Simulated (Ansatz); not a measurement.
# The cluster GeF3−: one molecule under many settings

How do the results and run time of the cluster GeF3− respond when the settings are drawn wide?

The runs use Ansatz 0.2.0, Gaussian basis; the settings change from run to run.

1 further run of the same task is left out (set aside as unsound or not needed). Runs told in other sessions of the task aren't counted.

## (1) The geometry

The geometry comes from an earlier relaxation with r2SCAN-D4 in a triple-zeta def2 set; it is a stationary point.

4 atoms, charge -1, spin multiplicity 1.

Atoms are counted from 1 here; the program's logs count them from 0.

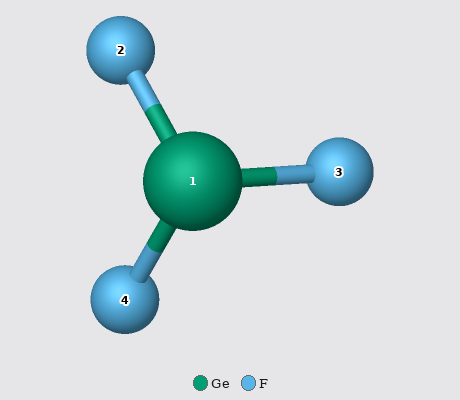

The structure; germanium teal, fluorine blue; atoms are numbered from 1 in the order of the file.

## (2) SPW92/def2-SVPD

The input, in.yaml:

```yaml
crystal:
  periodic: [false, false, false]
  atoms:
    - {symbol: Ge, position_ang: [-0.165103, 0.694977, 0.021222]}
    - {symbol: F, position_ang: [1.558281, 0.123080, 0.069028]}
    - {symbol: F, position_ang: [-0.751643, -0.462839, 1.291930]}
    - {symbol: F, position_ang: [-0.641535, -0.355218, -1.382170]}
basis:
  gaussian: {orbitals: def2-SVPD}
total_charge: -1
hamiltonian: {xc: {name: SPW92}}
scf: {omitted_lower_state_checks: [starts]}
output: {forces: true}
```

Launch:

```bash
$ ansatz run in.yaml --threads 4 --pin off --events-out ev --progress --plain --max-ram 3916MiB
```

Standard output:

```text
Functional definition: SPW92
  name "SPW92"
  cite "Dirac, Proc. Camb. Phil. Soc. 26, 376 (1930) doi:10.1017/S0305004100016108"
  cite "Slater, Phys. Rev. 81, 385 (1951) doi:10.1103/PhysRev.81.385"
  cite "Perdew & Wang, Phys. Rev. B 45, 13244 (1992) doi:10.1103/PhysRevB.45.13244"
  exchange = slater_x
  correlation = pw_c
these checks for a lower state are left out or cut short: starts
964 factors; their error is unknown
mean field evaluation 1: about -64523.3732 eV, gradient 2.7e1 eV
mean field evaluation 2: about -64522.6628 eV, gradient 3.6e1 eV
mean field evaluation 4: about -64524.2688 eV, gradient 9.5e-1 eV
mean field evaluation 8: about -64524.2315 eV, gradient 9.7e-3 eV
mean field -64524.23153140 eV, -2371.2217726841 hartree, gradient 2.5e-5 eV, S^2 0.000000; 0 other end points of the search recorded, 0 dependent functions left out
the calculation of the forces begins
reference -64524.23156622 eV, -2371.2217739638 hartree; 30, 30 occupied and 77, 77 virtual orbitals, 964 factors
Total energy: -64524.23156622 eV, -2371.2217739638 hartree
Atom 0 at    -0.165103     0.694977     0.021222 Å, force    -0.083486     0.353201     0.010142 eV/Å
Atom 1 at     1.558281     0.123080     0.069028 Å, force     0.210039    -0.074571     0.005704 eV/Å
Atom 2 at    -0.751643    -0.462839     1.291930 Å, force    -0.070025    -0.146101     0.154302 eV/Å
Atom 3 at    -0.641535    -0.355218    -1.382170 Å, force    -0.056528    -0.132529    -0.170148 eV/Å
Dipole moment:    -0.092814     0.390566     0.011967 e Å
Checks for a lower state left out: starts
```

Wall time 0.96 s (4 threads of Intel Xeon at 2.50GHz, shared host).

Largest force 0.363 eV/Å.

## (3) B3LYP5/6-31G*

Set apart from the defaults: charge 0, multiplicity 2, restricted open-shell orbitals, atoms shaken by 0.15 Å.

The input, in.yaml:

```yaml
crystal:
  periodic: [false, false, false]
  atoms:
    - {symbol: Ge, position_ang: [0.054014, 1.008891, -0.045232]}
    - {symbol: F, position_ang: [1.561681, 0.223567, 0.089273]}
    - {symbol: F, position_ang: [-0.799190, -0.364935, 1.138821]}
    - {symbol: F, position_ang: [-0.758979, -0.612239, -1.484121]}
basis:
  gaussian: {orbitals: "6-31G*"}
magnetization: {spin_polarized: false, initial_magnetization: 1}
hamiltonian: {xc: {name: B3LYP5}}
```

Same command.

Standard output (excerpt; [...] marks lines left out):

```text
Functional definition: B3LYP5
  name "B3LYP5"
  cite "Stephens, Devlin, Chabalowski & Frisch, J. Phys. Chem. 98, 11623 (1994) doi:10.1021/j100096a001"
  cite "Becke, Phys. Rev. A 38, 3098 (1988) doi:10.1103/PhysRevA.38.3098"
  cite "Lee, Yang & Parr, Phys. Rev. B 37, 785 (1988) doi:10.1103/PhysRevB.37.785"
  cite "Vosko, Wilk & Nusair, Can. J. Phys. 58, 1200 (1980) doi:10.1139/p80-159"
[...]
685 factors; integrals over basis functions are off by at most 6.7e-4 eV
[...]
mean field -64654.50638642 eV, -2376.0092853025 hartree, gradient 7.2e-6 eV, S^2 0.750000; 6 other end points of the search recorded, 0 dependent functions left out
reference -64654.50657877 eV, -2376.0092923714 hartree; 30, 29 occupied and 50, 51 virtual orbitals, 685 factors
Total energy: -64654.50657877 eV, -2376.0092923714 hartree
```

It took 7 s on 4 threads of Intel Xeon at 2.50GHz, shared host.

## (4) CAM-B3LYP/6-31G*

Options: multiplicity 3, atoms shaken by 0.08 Å.

The input, in.yaml:

```yaml
crystal:
  periodic: [false, false, false]
  atoms:
    - {symbol: Ge, position_ang: [-0.141779, 0.640879, 0.076133]}
    - {symbol: F, position_ang: [1.540252, 0.050707, -0.038460]}
    - {symbol: F, position_ang: [-0.860801, -0.515467, 1.250439]}
    - {symbol: F, position_ang: [-0.600426, -0.272150, -1.401869]}
basis:
  gaussian: {orbitals: "6-31G*"}
total_charge: -1
magnetization: {spin_polarized: true, initial_magnetization: 2}
hamiltonian: {xc: {name: CAM-B3LYP}}
```

Launched as before.

Standard output (excerpt; [...] marks lines left out):

```text
Functional definition: CAM-B3LYP
  name "CAM-B3LYP"
  cite "Yanai, Tew & Handy, Chem. Phys. Lett. 393, 51 (2004) doi:10.1016/j.cplett.2004.06.011"
  cite "Iikura, Tsuneda, Yanai & Hirao, J. Chem. Phys. 115, 3540 (2001) doi:10.1063/1.1383587"
  cite "Becke, Phys. Rev. A 38, 3098 (1988) doi:10.1103/PhysRevA.38.3098"
  cite "Lee, Yang & Parr, Phys. Rev. B 37, 785 (1988) doi:10.1103/PhysRevB.37.785"
  cite "Vosko, Wilk & Nusair, Can. J. Phys. 58, 1200 (1980) doi:10.1139/p80-159"
[...]
  # Exact exchange under (alpha + beta erf(omega r))/r, Becke's under what is left of 1/r.
[...]
685 factors; integrals over basis functions are off by at most 5.2e-4 eV
148 factors; integrals over basis functions are off by at most 2.0e-5 eV
[...]
mean field -64662.10876434 eV, -2376.2886675379 hartree, gradient 2.2e-5 eV, S^2 2.003244; 2 other end points of the search recorded, 0 dependent functions left out
reference -64662.10886991 eV, -2376.2886714174 hartree; 31, 29 occupied and 49, 51 virtual orbitals, 685 factors
Total energy: -64662.10886991 eV, -2376.2886714174 hartree
```

Wall time 4.3 s (4 threads of Intel Xeon at 2.50GHz, shared host).

⟨S²⟩ 2.003.

## (5) PBE0/x2c-TZVPPall

This run has D4 dispersion.

The input, in.yaml:

```yaml
crystal:
  periodic: [false, false, false]
  atoms:
    - {symbol: Ge, position_ang: [-0.165103, 0.694977, 0.021222]}
    - {symbol: F, position_ang: [1.558281, 0.123080, 0.069028]}
    - {symbol: F, position_ang: [-0.751643, -0.462839, 1.291930]}
    - {symbol: F, position_ang: [-0.641535, -0.355218, -1.382170]}
basis:
  gaussian: {orbitals: x2c-TZVPPall}
total_charge: -1
hamiltonian: {xc: {name: PBE0}, dispersion: d4}
output: {forces: true}
```

The command is unchanged.

Standard output (excerpt; [...] marks lines left out):

```text
Functional definition: PBE0
  name "PBE0"
  cite "Adamo & Barone, J. Chem. Phys. 110, 6158 (1999) doi:10.1063/1.478522"
  cite "Perdew, Burke & Ernzerhof, Phys. Rev. Lett. 77, 3865 (1996) doi:10.1103/PhysRevLett.77.3865"
  parent pbe
[...]
890 factors; their error is unknown
[...]
mean field -65263.42587578 eV, -2398.3866637960 hartree, gradient 2.3e-5 eV, S^2 0.000000; 0 other end points of the search recorded, 0 dependent functions left out
[...]
reference -65263.42589438 eV, -2398.3866644795 hartree; 30, 30 occupied and 111, 111 virtual orbitals, 890 factors
Total energy: -65263.48506811 eV, -2398.3888390741 hartree
Relativity: scalar
Atom 0 at    -0.165103     0.694977     0.021222 Å, force    -0.032963     0.141053     0.003479 eV/Å
Atom 1 at     1.558281     0.123080     0.069028 Å, force     0.153498    -0.013180     0.006015 eV/Å
Atom 2 at    -0.751643    -0.462839     1.291930 Å, force    -0.065461    -0.069345     0.122085 eV/Å
Atom 3 at    -0.641535    -0.355218    -1.382170 Å, force    -0.055074    -0.058529    -0.131578 eV/Å
Dipole moment:    -0.097508     0.410324     0.012571 e Å
```

Run time: 2.5 s. Hardware: 4 threads of Intel Xeon at 2.50GHz, shared host.

Largest force 0.155 eV/Å.

## (6) All runs side by side

```tsv
level	charge	multiplicity	geometry	functions	energy (eV)	time
SPW92/def2-SVPD	-1	1	relaxed	107	-64524.232	0.96 s
B3LYP5/6-31G*	0	2	shaken	80	-64654.507	7 s
CAM-B3LYP/6-31G*	-1	3	shaken	80	-64662.109	4.3 s
PBE0/x2c-TZVPPall	-1	1	relaxed	141	-65263.485	2.5 s
```

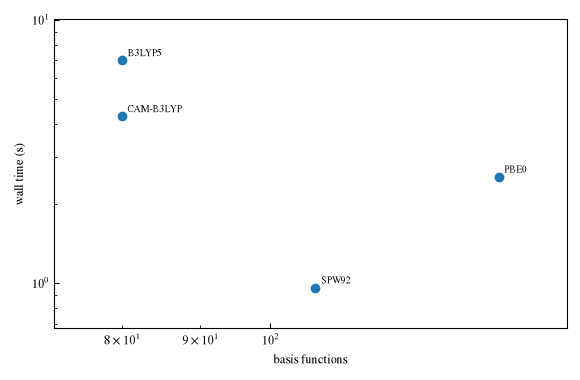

Wall time against the number of basis functions (shared host).

## (7) Outcome

| quantity | value |
| --- | --- |
| runs | 4 |
| quickest | SPW92/def2-SVPD, 0.96 s |
| slowest | B3LYP5/6-31G*, 7 s |
| spread of total energies, same state and geometry | 739.3 eV |

What this shows: Run time spans a factor of 7, from SPW92/def2-SVPD to B3LYP5/6-31G*. The jobs differ in tasks and options as well as level. The totals spread over 739 eV; they can't be compared across methods or bases. Some of these runs are scalar-relativistic and others not, which shifts the totals of all-electron atoms past neon by several eV an atom and more; core potentials, where a basis has them, take the core out of the total altogether. At the r2SCAN-D4/def2-TZVPD geometry and in the same state, the sound runs without point charges leave forces up to 0.36 eV/Å (SPW92/def2-SVPD).
